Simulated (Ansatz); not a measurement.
# One shape, several levels: triplet PH3

We compute a comparison of 6 runs (UHF/STO-3G, UB3LYP/6-31G*, UB3LYP/aug-cc-pVTZ, UBHLYP/aug-cc-pVTZ, UPBE-QIDH/aug-cc-pVTZ, UPBE0/aug-cc-pVTZ) of triplet PH3. 

The calculation is run with Ansatz 0.2.0.

34 further runs of the same task are left out: 34 set aside as unsound or not needed.

## (1) Starting point

PH3: 4 atoms, total charge 0, spin state triplet. SMILES of the parent species: `P`. The shape is that of a PBE0-D4/def2-TZVP optimisation. That shape belongs to the parent species and isn't relaxed for this state.

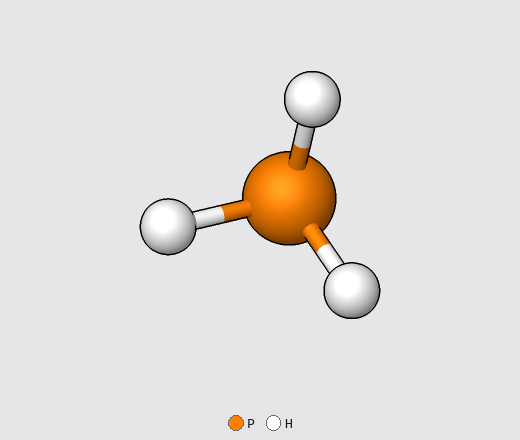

Viewed from a chosen angle; phosphorus orange, hydrogen white.

## (2) A single-point energy at UHF/STO-3G (run 1)

molecule.yaml

```yaml
crystal:
  periodic: [false, false, false]
  atoms:
    - {symbol: P, position_ang: [0.346000, -0.326500, -0.332800]}
    - {symbol: H, position_ang: [0.630900, -0.034000, 1.027000]}
    - {symbol: H, position_ang: [-1.005500, -0.663000, -0.057200]}
    - {symbol: H, position_ang: [0.028700, 1.023500, -0.636900]}
basis:
  gaussian:
    orbitals: STO-3G
magnetization:
  spin_polarized: true
  initial_magnetization: 2
hamiltonian:
  xc: hf
accuracy: high
output: {orbitals: {seedname: orbitals}}
```

Command:

```console
$ ansatz run molecule.yaml --threads 1 --pin off --max-ram 3480MiB --events-out events.jsonl --progress --plain --runs-dir runs
```

The program printed:

```text
Warning: RAYON_NUM_THREADS=1 ignored (pool sized by the plan → 1); use --threads N
Functional definition: HF
  name "HF"
  exchange = exact_x
  correlation = 0
181 factors; integrals over basis functions are off by at most 3.4e-9 eV
mean field evaluation 1: about -9204.7012 eV, gradient 4.0e0 eV
mean field evaluation 2: about -9204.7648 eV, gradient 4.0e0 eV
mean field evaluation 4: about -9205.0513 eV, gradient 7.6e-1 eV
mean field evaluation 8: about -9205.0955 eV, gradient 2.5e-1 eV
mean field evaluation 16: about -9205.1464 eV, gradient 2.0e-2 eV
mean field evaluation 32: about -9205.0602 eV, gradient 8.8e-2 eV
mean field evaluation 64: about -9205.0587 eV, gradient 3.4e-2 eV
mean field evaluation 96: about -9205.0849 eV, gradient 5.3e-1 eV
mean field evaluation 128: about -9205.0584 eV, gradient 1.9e-6 eV
mean field -9205.14644243 eV, -338.2828922870 hartree, gradient 2.4e-8 eV, S^2 2.012283; 4 other end points of the search recorded, 0 dependent functions left out
reference -9205.14644243 eV, -338.2828922870 hartree; 10, 8 occupied and 2, 4 virtual orbitals, 181 factors
Total energy: -9205.14644243 eV, -338.2828922870 hartree
```

It took 0.12 s on 1 thread of Intel Xeon Platinum 8488C (Sapphire Rapids), shared host.

## (3) The energy at UB3LYP/6-31G(d) (spherical functions) (run 2)

molecule.yaml: that of step 2 with these lines changed.

```diff
@@ -9,3 +9,3 @@
   gaussian:
-    orbitals: STO-3G
+    orbitals: 6-31G_st_-spherical.json
 magnetization:
@@ -14,3 +14,3 @@
 hamiltonian:
-  xc: hf
+  xc: {name: B3LYP}
 accuracy: high
```

The basis set 6-31G* is read from a file made from the Basis Set Exchange's data (not shown).

Command:

```console
$ ansatz run molecule.yaml --threads 1 --pin off --max-ram 3480MiB --events-out events.jsonl --progress --plain --runs-dir runs
```

The program printed, shortened:

```text
Warning: RAYON_NUM_THREADS=1 ignored (pool sized by the plan → 1); use --threads N
Functional definition: B3LYP
  name "B3LYP"
[...]
451 factors; integrals over basis functions are off by at most 3.5e-9 eV
[...]
mean field -9331.09160853 eV, -342.9112917722 hartree, gradient 5.8e-8 eV, S^2 2.003535; 6 other end points of the search recorded, 0 dependent functions left out
reference -9331.09163709 eV, -342.9112928218 hartree; 10, 8 occupied and 14, 16 virtual orbitals, 451 factors
Total energy: -9331.09163709 eV, -342.9112928218 hartree
```

It took 6.9 s on 1 thread of Intel Xeon Platinum 8488C (Sapphire Rapids), shared host; peak memory 0.13 GiB.

Run 3 isn't shown in full; the table further down has it.

## (4) The energy at UBHLYP/aug-cc-pVTZ (run 4)

run.yaml

```yaml
crystal:
  periodic: [false, false, false]
  atoms:
    - {symbol: P, position_ang: [0.346000, -0.326500, -0.332800]}
    - {symbol: H, position_ang: [0.630900, -0.034000, 1.027000]}
    - {symbol: H, position_ang: [-1.005500, -0.663000, -0.057200]}
    - {symbol: H, position_ang: [0.028700, 1.023500, -0.636900]}
basis:
  gaussian:
    orbitals: aug-cc-pVTZ
total_charge: 0
magnetization:
  spin_polarized: true
  initial_magnetization: 2
hamiltonian:
  xc: {name: BHLYP}
accuracy: high
output:
  orbitals: {seedname: orbitals}
```

Command:

```console
$ ansatz run run.yaml --threads 1 --pin off --max-ram 3480MiB --events-out events.jsonl --progress --plain --runs-dir runs
```

The program printed:

```text
Warning: RAYON_NUM_THREADS=1 ignored (pool sized by the plan → 1); use --threads N
Functional definition: BHLYP
  name "BHLYP"
  parameter a = 0.5
  exchange = (1 - a)*b88_x + a*exact_x
  correlation = lyp_c
1842 factors; integrals over basis functions are off by at most 3.1e-9 eV
mean field evaluation 1: about -9331.0812 eV, gradient 7.9e0 eV
mean field evaluation 2: about -9331.5690 eV, gradient 3.1e0 eV
mean field evaluation 4: about -9331.6395 eV, gradient 7.7e-1 eV
mean field evaluation 8: about -9331.6886 eV, gradient 1.3e-1 eV
mean field evaluation 16: about -9331.6894 eV, gradient 6.1e-3 eV
mean field evaluation 32: about -9331.6911 eV, gradient 1.9e-2 eV
mean field evaluation 64: about -9331.6909 eV, gradient 4.1e-5 eV
mean field evaluation 96: about -9331.2349 eV, gradient 4.1e0 eV
mean field -9331.69118460 eV, -342.9333257866 hartree, gradient 2.3e-8 eV, S^2 2.007188; 4 other end points of the search recorded, 0 dependent functions left out
reference -9331.69121422 eV, -342.9333268750 hartree; 10, 8 occupied and 109, 111 virtual orbitals, 1842 factors
Total energy: -9331.69121422 eV, -342.9333268750 hartree
```

It took 53 s on 1 thread of Intel Xeon Platinum 8488C (Sapphire Rapids), shared host; peak memory 0.41 GiB.

Run 5 isn't shown in full; the table further down has it.

## (5) A single-point energy at UPBE0/aug-cc-pVTZ (run 6)

molecule.yaml: that of step 3 with these lines changed.

```diff
@@ -9,3 +9,3 @@
   gaussian:
-    orbitals: 6-31G_st_-spherical.json
+    orbitals: aug-cc-pVTZ
 magnetization:
@@ -14,4 +14,5 @@
 hamiltonian:
-  xc: {name: B3LYP}
+  xc: pbe0
 accuracy: high
-output: {orbitals: {seedname: orbitals}}
+output:
+  orbitals: {seedname: orbitals}
```

Command:

```console
$ ansatz run molecule.yaml --threads 1 --pin off --max-ram 3480MiB --events-out events.jsonl --progress --plain --runs-dir runs
```

The program printed, shortened:

```text
Warning: RAYON_NUM_THREADS=1 ignored (pool sized by the plan → 1); use --threads N
Functional definition: PBE0
  name "PBE0"
[...]
1842 factors; integrals over basis functions are off by at most 3.1e-9 eV
[...]
mean field -9328.26444751 eV, -342.8073955211 hartree, gradient 7.1e-8 eV, S^2 2.006778; 10 other end points of the search recorded, 0 dependent functions left out
reference -9328.26445166 eV, -342.8073956738 hartree; 10, 8 occupied and 109, 111 virtual orbitals, 1842 factors
Total energy: -9328.26445166 eV, -342.8073956738 hartree
```

Run time: 31 s. Hardware: 1 thread of Intel Xeon Platinum 8488C (Sapphire Rapids), shared host; peak memory 0.42 GiB.

## (6) All runs side by side

```csv
run,level,frozen core orbitals,energy (Eh),⟨S²⟩,wall time
1,UHF/STO-3G,–,-338.282892,2.012,0.12 s
2,UB3LYP/6-31G* (spherical functions),–,-342.911293,2.004,6.9 s
3,UB3LYP/aug-cc-pVTZ,–,-342.963419,2.005,40 s
4,UBHLYP/aug-cc-pVTZ,–,-342.933327,2.007,53 s
5,UPBE-QIDH/aug-cc-pVTZ,5,-342.718225,2.011,73 s
6,UPBE0/aug-cc-pVTZ,–,-342.807396,2.007,31 s
```

## (7) Outcome

| quantity | value |
| --- | --- |
| run 6: total energy | -342.80740 Eh |
| run 6: HOMO energy (highest over α and β) | -2.45 eV |
| run 6: ⟨S²⟩ | 2.007 |

**Reading.** Totals of different functionals can't be ranked against each other. In run 1 the basis is minimal, so the values are rough. All runs together took 3.4 min, the longest 73 s.
